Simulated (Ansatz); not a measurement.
# HfH₂OF₄: molecular dynamics (part 1 of 3)

System: HfH₂OF₄.
Method: RKS PBE/def2-SVP (Ansatz 0.2.0).

It belongs to a series of runs on one base structure; here: dynamics from the highest image of the converged band. Figures and captions count atoms from 1; the log counts them from 0 in places.

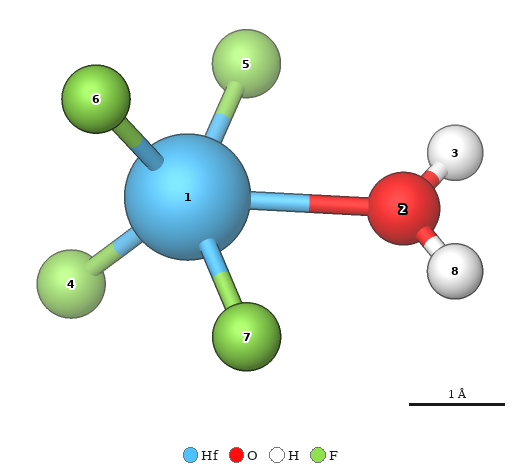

The starting structure (ball-and-stick view, seen at an oblique angle; atoms are numbered from 1 in the order of the input). Sticks mark near contacts. Bond lengths as drawn: F–Hf 1.92 to 1.96 Å, Hf–O 2.29 Å and H–O 0.98 Å.

### Summary

```csv
quantity,value
outcome,finished
mean temperature over the second half,179 K
trajectory,"200 steps, 100 fs"
ensemble,nve
temperature in the input,300.0 K
time step,0.5 fs
potential energy (last step),−14241.9261 eV
mean-field energy (last step),−14241.9261 eV
largest force (length of the vector) (last step),0.807 eV/Å
hardware,"2 threads of Arm Neoverse V2, 24 GiB of memory available, shared host"
wall time,8.4 min (CPU time 16 min)
peak memory,0.21 GiB
```

### Notes

So short a trajectory is not equilibrated.

### Input
```yaml
crystal:
  periodic: [false, false, false]
  atoms:
    - { symbol: Hf, position_ang: [0.231546, -0.475944, -0.143675] }
    - { symbol: O, position_ang: [-0.036683, -0.301615, 2.128618] }
    - { symbol: H, position_ang: [-0.60562, 0.358265, 2.567242] }
    - { symbol: F, position_ang: [1.556524, 0.455678, -1.172593] }
    - { symbol: F, position_ang: [-1.024032, 0.979917, 0.228606] }
    - { symbol: F, position_ang: [-0.831935, -1.573774, -1.304004] }
    - { symbol: F, position_ang: [1.341332, -1.835762, 0.724893] }
    - { symbol: H, position_ang: [0.421268, -0.864465, 2.780511] }
basis:
  gaussian: { orbitals: def2-SVP }
hamiltonian:
  xc: pbe
md:
  timestep: 0.5
  n_steps: 200
  ensemble: nve
  temperature: 300.0
  initial_velocities: maxwell_boltzmann
  seed: 4741
```

Launched with:
```bash
ansatz run input.yaml --threads 2 --pin off --max-ram 3072MiB --backend cpu --events-out ev --progress --plain --runs-dir out
```

### Output
```
Engine: ansatz 0.2.0, aarch64-unknown-linux-gnu
Functional definition: PBE
  parameter kappa = 0.804
  parameter beta = 0.06672455060314922
  exchange = pbe_x(kappa = kappa, mu = beta*pi^2/3)
  correlation = pbe_c(beta = beta)
1165 factors; their error is unknown
mean field evaluation 1: about -14231.1777 eV, gradient 8.3e1 eV
mean field evaluation 2: about -14162.0072 eV, gradient 2.2e2 eV
mean field evaluation 4: about -14241.7243 eV, gradient 1.4e1 eV
mean field evaluation 8: about -14242.0480 eV, gradient 2.6e-1 eV
mean field evaluation 16: about -14241.9571 eV, gradient 4.9e-4 eV
mean field -14241.95711561 eV, -523.3822704533 hartree, gradient 4.1e-5 eV, S^2 0.000000; 0 other end points of the search recorded, 0 dependent functions left out
the calculation of the forces begins
reference -14241.95719003 eV, -523.3822731882 hartree; 29, 29 occupied and 83, 83 virtual orbitals, 1165 factors
md step     0: t =     0.00 fs  T =   300.0 K  F+E_penalty+E_count = -14241.95711561 eV  E_kin = 0.232668 eV  conserved = -14241.72444761 eV  (27 SCF iters)
these checks for a lower state are left out or cut short: starts, cluster_reference, orbital_swaps, neighbouring_geometries, increment
1165 factors; their error is unknown
mean field -14241.95556550 eV, -523.3822134880 hartree, gradient 6.2e-6 eV, S^2 0.000000; 0 other end points of the search recorded, 0 dependent functions left out
the calculation of the forces begins
reference -14241.95563988 eV, -523.3822162214 hartree; 29, 29 occupied and 83, 83 virtual orbitals, 1165 factors
md step     1: t =     0.50 fs  T =   298.0 K  F+E_penalty+E_count = -14241.95556550 eV  E_kin = 0.231153 eV  conserved = -14241.72441209 eV  (30 SCF iters)
[... from here on the SCF iterations and repeated set-up lines of each step are left out, up to the last step ...]
md step     2: t =     1.00 fs  T =   292.9 K  F+E_penalty+E_count = -14241.95149890 eV  E_kin = 0.227163 eV  conserved = -14241.72433634 eV  (30 SCF iters)
md step     3: t =     1.50 fs  T =   286.0 K  F+E_penalty+E_count = -14241.94608145 eV  E_kin = 0.221827 eV  conserved = -14241.72425455 eV  (30 SCF iters)
md step     4: t =     2.00 fs  T =   279.0 K  F+E_penalty+E_count = -14241.94059127 eV  E_kin = 0.216394 eV  conserved = -14241.72419742 eV  (30 SCF iters)
md step     5: t =     2.50 fs  T =   273.0 K  F+E_penalty+E_count = -14241.93593277 eV  E_kin = 0.211751 eV  conserved = -14241.72418214 eV  (30 SCF iters)
md step     6: t =     3.00 fs  T =   268.4 K  F+E_penalty+E_count = -14241.93236113 eV  E_kin = 0.208152 eV  conserved = -14241.72420874 eV  (30 SCF iters)
md step     7: t =     3.50 fs  T =   264.6 K  F+E_penalty+E_count = -14241.92948016 eV  E_kin = 0.205219 eV  conserved = -14241.72426118 eV  (30 SCF iters)
md step     8: t =     4.00 fs  T =   260.7 K  F+E_penalty+E_count = -14241.92649359 eV  E_kin = 0.202181 eV  conserved = -14241.72431289 eV  (29 SCF iters)
md step     9: t =     4.50 fs  T =   255.7 K  F+E_penalty+E_count = -14241.92262577 eV  E_kin = 0.198291 eV  conserved = -14241.72433511 eV  (30 SCF iters)
md step    10: t =     5.00 fs  T =   249.2 K  F+E_penalty+E_count = -14241.91757012 eV  E_kin = 0.193261 eV  conserved = -14241.72430921 eV  (29 SCF iters)
md step    11: t =     5.50 fs  T =   241.8 K  F+E_penalty+E_count = -14241.91176875 eV  E_kin = 0.187530 eV  conserved = -14241.72423906 eV  (30 SCF iters)
md step    12: t =     6.00 fs  T =   234.9 K  F+E_penalty+E_count = -14241.90633492 eV  E_kin = 0.182179 eV  conserved = -14241.72415571 eV  (31 SCF iters)
md step    13: t =     6.50 fs  T =   230.1 K  F+E_penalty+E_count = -14241.90256409 eV  E_kin = 0.178460 eV  conserved = -14241.72410455 eV  (31 SCF iters)
md step    14: t =     7.00 fs  T =   228.4 K  F+E_penalty+E_count = -14241.90123691 eV  E_kin = 0.177118 eV  conserved = -14241.72411884 eV  (30 SCF iters)
md step    15: t =     7.50 fs  T =   229.4 K  F+E_penalty+E_count = -14241.90211980 eV  E_kin = 0.177924 eV  conserved = -14241.72419613 eV  (30 SCF iters)
md step    16: t =     8.00 fs  T =   231.7 K  F+E_penalty+E_count = -14241.90400715 eV  E_kin = 0.179709 eV  conserved = -14241.72429823 eV  (30 SCF iters)
md step    17: t =     8.50 fs  T =   233.3 K  F+E_penalty+E_count = -14241.90530231 eV  E_kin = 0.180927 eV  conserved = -14241.72437567 eV  (30 SCF iters)
md step    18: t =     9.00 fs  T =   232.6 K  F+E_penalty+E_count = -14241.90477563 eV  E_kin = 0.180379 eV  conserved = -14241.72439659 eV  (49 SCF iters)
md step    19: t =     9.50 fs  T =   229.1 K  F+E_penalty+E_count = -14241.90206337 eV  E_kin = 0.177703 eV  conserved = -14241.72436066 eV  (30 SCF iters)
md step    20: t =    10.00 fs  T =   223.6 K  F+E_penalty+E_count = -14241.89768982 eV  E_kin = 0.173397 eV  conserved = -14241.72429273 eV  (31 SCF iters)
md step    21: t =    10.50 fs  T =   217.2 K  F+E_penalty+E_count = -14241.89269256 eV  E_kin = 0.168466 eV  conserved = -14241.72422674 eV  (31 SCF iters)
md step    22: t =    11.00 fs  T =   211.3 K  F+E_penalty+E_count = -14241.88809451 eV  E_kin = 0.163904 eV  conserved = -14241.72419027 eV  (30 SCF iters)
md step    23: t =    11.50 fs  T =   206.7 K  F+E_penalty+E_count = -14241.88446621 eV  E_kin = 0.160271 eV  conserved = -14241.72419563 eV  (31 SCF iters)
md step    24: t =    12.00 fs  T =   203.1 K  F+E_penalty+E_count = -14241.88172562 eV  E_kin = 0.157488 eV  conserved = -14241.72423767 eV  (31 SCF iters)
md step    25: t =    12.50 fs  T =   199.8 K  F+E_penalty+E_count = -14241.87921661 eV  E_kin = 0.154920 eV  conserved = -14241.72429641 eV  (30 SCF iters)
md step    26: t =    13.00 fs  T =   195.6 K  F+E_penalty+E_count = -14241.87602595 eV  E_kin = 0.151683 eV  conserved = -14241.72434314 eV  (31 SCF iters)
md step    27: t =    13.50 fs  T =   189.7 K  F+E_penalty+E_count = -14241.87143602 eV  E_kin = 0.147086 eV  conserved = -14241.72435049 eV  (31 SCF iters)
md step    28: t =    14.00 fs  T =   181.9 K  F+E_penalty+E_count = -14241.86534884 eV  E_kin = 0.141043 eV  conserved = -14241.72430543 eV  (30 SCF iters)
md step    29: t =    14.50 fs  T =   173.1 K  F+E_penalty+E_count = -14241.85847621 eV  E_kin = 0.134256 eV  conserved = -14241.72422054 eV  (31 SCF iters)
md step    30: t =    15.00 fs  T =   165.0 K  F+E_penalty+E_count = -14241.85213274 eV  E_kin = 0.127999 eV  conserved = -14241.72413349 eV  (31 SCF iters)
md step    31: t =    15.50 fs  T =   159.3 K  F+E_penalty+E_count = -14241.84765325 eV  E_kin = 0.123565 eV  conserved = -14241.72408867 eV  (31 SCF iters)
md step    32: t =    16.00 fs  T =   156.8 K  F+E_penalty+E_count = -14241.84572080 eV  E_kin = 0.121612 eV  conserved = -14241.72410896 eV  (31 SCF iters)
md step    33: t =    16.50 fs  T =   157.1 K  F+E_penalty+E_count = -14241.84602483 eV  E_kin = 0.121846 eV  conserved = -14241.72417919 eV  (30 SCF iters)
md step    34: t =    17.00 fs  T =   158.9 K  F+E_penalty+E_count = -14241.84749100 eV  E_kin = 0.123235 eV  conserved = -14241.72425637 eV  (31 SCF iters)
md step    35: t =    17.50 fs  T =   160.7 K  F+E_penalty+E_count = -14241.84893019 eV  E_kin = 0.124631 eV  conserved = -14241.72429879 eV  (30 SCF iters)
md step    36: t =    18.00 fs  T =   161.7 K  F+E_penalty+E_count = -14241.84967585 eV  E_kin = 0.125385 eV  conserved = -14241.72429054 eV  (30 SCF iters)
md step    37: t =    18.50 fs  T =   161.9 K  F+E_penalty+E_count = -14241.84983883 eV  E_kin = 0.125593 eV  conserved = -14241.72424554 eV  (31 SCF iters)
md step    38: t =    19.00 fs  T =   162.4 K  F+E_penalty+E_count = -14241.85010711 eV  E_kin = 0.125913 eV  conserved = -14241.72419388 eV  (31 SCF iters)
md step    39: t =    19.50 fs  T =   163.9 K  F+E_penalty+E_count = -14241.85128739 eV  E_kin = 0.127124 eV  conserved = -14241.72416369 eV  (29 SCF iters)
md step    40: t =    20.00 fs  T =   167.2 K  F+E_penalty+E_count = -14241.85386373 eV  E_kin = 0.129694 eV  conserved = -14241.72416955 eV  (29 SCF iters)
md step    41: t =    20.50 fs  T =   172.2 K  F+E_penalty+E_count = -14241.85775941 eV  E_kin = 0.133549 eV  conserved = -14241.72421007 eV  (30 SCF iters)
md step    42: t =    21.00 fs  T =   178.0 K  F+E_penalty+E_count = -14241.86235013 eV  E_kin = 0.138079 eV  conserved = -14241.72427130 eV  (30 SCF iters)
md step    43: t =    21.50 fs  T =   183.5 K  F+E_penalty+E_count = -14241.86668016 eV  E_kin = 0.142348 eV  conserved = -14241.72433230 eV  (30 SCF iters)
md step    44: t =    22.00 fs  T =   187.5 K  F+E_penalty+E_count = -14241.86979495 eV  E_kin = 0.145424 eV  conserved = -14241.72437093 eV  (30 SCF iters)
md step    45: t =    22.50 fs  T =   189.2 K  F+E_penalty+E_count = -14241.87109019 eV  E_kin = 0.146719 eV  conserved = -14241.72437114 eV  (29 SCF iters)
md step    46: t =    23.00 fs  T =   188.5 K  F+E_penalty+E_count = -14241.87055862 eV  E_kin = 0.146227 eV  conserved = -14241.72433119 eV  (30 SCF iters)
md step    47: t =    23.50 fs  T =   186.4 K  F+E_penalty+E_count = -14241.86880915 eV  E_kin = 0.144541 eV  conserved = -14241.72426840 eV  (30 SCF iters)
md step    48: t =    24.00 fs  T =   183.8 K  F+E_penalty+E_count = -14241.86679432 eV  E_kin = 0.142580 eV  conserved = -14241.72421396 eV  (30 SCF iters)
md step    49: t =    24.50 fs  T =   182.0 K  F+E_penalty+E_count = -14241.86533480 eV  E_kin = 0.141139 eV  conserved = -14241.72419627 eV  (30 SCF iters)
md step    50: t =    25.00 fs  T =   181.1 K  F+E_penalty+E_count = -14241.86469561 eV  E_kin = 0.140474 eV  conserved = -14241.72422196 eV  (30 SCF iters)
md step    51: t =    25.50 fs  T =   180.8 K  F+E_penalty+E_count = -14241.86448994 eV  E_kin = 0.140219 eV  conserved = -14241.72427072 eV  (49 SCF iters)
md step    52: t =    26.00 fs  T =   180.1 K  F+E_penalty+E_count = -14241.86398705 eV  E_kin = 0.139678 eV  conserved = -14241.72430886 eV  (30 SCF iters)
md step    53: t =    26.50 fs  T =   178.3 K  F+E_penalty+E_count = -14241.86262098 eV  E_kin = 0.138309 eV  conserved = -14241.72431153 eV  (30 SCF iters)
md step    54: t =    27.00 fs  T =   175.5 K  F+E_penalty+E_count = -14241.86036930 eV  E_kin = 0.136093 eV  conserved = -14241.72427666 eV  (30 SCF iters)
md step    55: t =    27.50 fs  T =   172.2 K  F+E_penalty+E_count = -14241.85779036 eV  E_kin = 0.133568 eV  conserved = -14241.72422243 eV  (30 SCF iters)
md step    56: t =    28.00 fs  T =   169.7 K  F+E_penalty+E_count = -14241.85574842 eV  E_kin = 0.131574 eV  conserved = -14241.72417422 eV  (30 SCF iters)
md step    57: t =    28.50 fs  T =   168.7 K  F+E_penalty+E_count = -14241.85502033 eV  E_kin = 0.130869 eV  conserved = -14241.72415139 eV  (30 SCF iters)
md step    58: t =    29.00 fs  T =   170.0 K  F+E_penalty+E_count = -14241.85598625 eV  E_kin = 0.131825 eV  conserved = -14241.72416104 eV  (30 SCF iters)
md step    59: t =    29.50 fs  T =   173.2 K  F+E_penalty+E_count = -14241.85850722 eV  E_kin = 0.134308 eV  conserved = -14241.72419895 eV  (30 SCF iters)
md step    60: t =    30.00 fs  T =   177.6 K  F+E_penalty+E_count = -14241.86198645 eV  E_kin = 0.137733 eV  conserved = -14241.72425297 eV  (30 SCF iters)
md step    61: t =    30.50 fs  T =   182.1 K  F+E_penalty+E_count = -14241.86556123 eV  E_kin = 0.141254 eV  conserved = -14241.72430691 eV  (30 SCF iters)
md step    62: t =    31.00 fs  T =   185.7 K  F+E_penalty+E_count = -14241.86836315 eV  E_kin = 0.144019 eV  conserved = -14241.72434400 eV  (30 SCF iters)
md step    63: t =    31.50 fs  T =   187.5 K  F+E_penalty+E_count = -14241.86978391 eV  E_kin = 0.145432 eV  conserved = -14241.72435207 eV  (30 SCF iters)
md step    64: t =    32.00 fs  T =   187.4 K  F+E_penalty+E_count = -14241.86966384 eV  E_kin = 0.145334 eV  conserved = -14241.72432985 eV  (30 SCF iters)
md step    65: t =    32.50 fs  T =   185.7 K  F+E_penalty+E_count = -14241.86830803 eV  E_kin = 0.144017 eV  conserved = -14241.72429060 eV  (30 SCF iters)
md step    66: t =    33.00 fs  T =   183.1 K  F+E_penalty+E_count = -14241.86628022 eV  E_kin = 0.142022 eV  conserved = -14241.72425812 eV  (30 SCF iters)
md step    67: t =    33.50 fs  T =   180.2 K  F+E_penalty+E_count = -14241.86404576 eV  E_kin = 0.139793 eV  conserved = -14241.72425301 eV  (30 SCF iters)
md step    68: t =    34.00 fs  T =   177.1 K  F+E_penalty+E_count = -14241.86166712 eV  E_kin = 0.137389 eV  conserved = -14241.72427819 eV  (30 SCF iters)
md step    69: t =    34.50 fs  T =   173.4 K  F+E_penalty+E_count = -14241.85876553 eV  E_kin = 0.134450 eV  conserved = -14241.72431527 eV  (30 SCF iters)
md step    70: t =    35.00 fs  T =   168.2 K  F+E_penalty+E_count = -14241.85479719 eV  E_kin = 0.130461 eV  conserved = -14241.72433659 eV  (30 SCF iters)
md step    71: t =    35.50 fs  T =   161.4 K  F+E_penalty+E_count = -14241.84946265 eV  E_kin = 0.125138 eV  conserved = -14241.72432457 eV  (30 SCF iters)
md step    72: t =    36.00 fs  T =   153.0 K  F+E_penalty+E_count = -14241.84296983 eV  E_kin = 0.118688 eV  conserved = -14241.72428202 eV  (30 SCF iters)
md step    73: t =    36.50 fs  T =   144.1 K  F+E_penalty+E_count = -14241.83599239 eV  E_kin = 0.111765 eV  conserved = -14241.72422787 eV  (30 SCF iters)
md step    74: t =    37.00 fs  T =   135.6 K  F+E_penalty+E_count = -14241.82938474 eV  E_kin = 0.105201 eV  conserved = -14241.72418347 eV  (30 SCF iters)
md step    75: t =    37.50 fs  T =   128.5 K  F+E_penalty+E_count = -14241.82385394 eV  E_kin = 0.099693 eV  conserved = -14241.72416130 eV  (31 SCF iters)
md step    76: t =    38.00 fs  T =   123.3 K  F+E_penalty+E_count = -14241.81976265 eV  E_kin = 0.095601 eV  conserved = -14241.72416172 eV  (31 SCF iters)
md step    77: t =    38.50 fs  T =   119.8 K  F+E_penalty+E_count = -14241.81711461 eV  E_kin = 0.092937 eV  conserved = -14241.72417748 eV  (31 SCF iters)
md step    78: t =    39.00 fs  T =   117.9 K  F+E_penalty+E_count = -14241.81566397 eV  E_kin = 0.091465 eV  conserved = -14241.72419912 eV  (31 SCF iters)
md step    79: t =    39.50 fs  T =   117.1 K  F+E_penalty+E_count = -14241.81506582 eV  E_kin = 0.090847 eV  conserved = -14241.72421843 eV  (31 SCF iters)
md step    80: t =    40.00 fs  T =   117.1 K  F+E_penalty+E_count = -14241.81501474 eV  E_kin = 0.090786 eV  conserved = -14241.72422870 eV  (31 SCF iters)
md step    81: t =    40.50 fs  T =   117.5 K  F+E_penalty+E_count = -14241.81535264 eV  E_kin = 0.091126 eV  conserved = -14241.72422623 eV  (31 SCF iters)
md step    82: t =    41.00 fs  T =   118.5 K  F+E_penalty+E_count = -14241.81612375 eV  E_kin = 0.091911 eV  conserved = -14241.72421264 eV  (31 SCF iters)
md step    83: t =    41.50 fs  T =   120.4 K  F+E_penalty+E_count = -14241.81754198 eV  E_kin = 0.093345 eV  conserved = -14241.72419673 eV  (31 SCF iters)
md step    84: t =    42.00 fs  T =   123.3 K  F+E_penalty+E_count = -14241.81984927 eV  E_kin = 0.095657 eV  conserved = -14241.72419196 eV  (50 SCF iters)
md step    85: t =    42.50 fs  T =   127.5 K  F+E_penalty+E_count = -14241.82310955 eV  E_kin = 0.098901 eV  conserved = -14241.72420855 eV  (31 SCF iters)
md step    86: t =    43.00 fs  T =   132.6 K  F+E_penalty+E_count = -14241.82705826 eV  E_kin = 0.102813 eV  conserved = -14241.72424510 eV  (31 SCF iters)
```
